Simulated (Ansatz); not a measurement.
## Energy against volume for FeCo (CsCl type)

FeCo (CsCl type)

```xyz
2
Lattice="2.8451 0.0000 0.0000 0.0000 2.8451 0.0000 0.0000 0.0000 2.8451" Properties=species:S:1:pos:R:3 pbc="T T T"
Fe     0.0000     0.0000     0.0000
Co     1.4225     1.4225     1.4225
```

The volume is varied about the relaxed value V₀ at fixed cell shape. Symmetry pins the atoms to their sites.

Calculation: PBE (plane waves to 420 eV, PAW, scalar-relativistic; Ansatz, a program for electronic structure). k mesh 16×16×16 (Γ-centred), Fermi-Dirac smearing 0.05 eV. The energy includes the smearing's −TS. FeCo was relaxed with its symmetry unable to fall. Relaxed FeCo ends ferromagnetic. Other magnetic orders were not checked, so this need not be the ground state. The zero of ΔE is the relaxed starting cell.

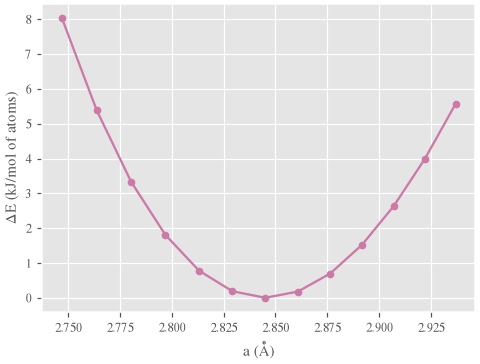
Figure: ΔE (kJ/mol of atoms) against a (Å); markers are the computed points, lines only join them.

The pressure for 5 % compression (fit) is 11.0 GPa, the energy cost of the largest expansion is 58 meV/atom and the energy cost of the largest compression comes out as 83 meV/atom. The bulk modulus B₀ (third-order Birch-Murnaghan fit) is 191 GPa and the equilibrium volume of the fit is 11.51 Å³/atom.

P = (3B₀/2)(x⁷ − x⁵)[1 + ¾(B₀′ − 4)(x² − 1)] with x = (1/0.95)^(1/3), B₀ = 191 GPa and B₀′ = 4.58.

(Under strain, the slope of the energy per volume gives the stress and its curvature an elastic modulus.)
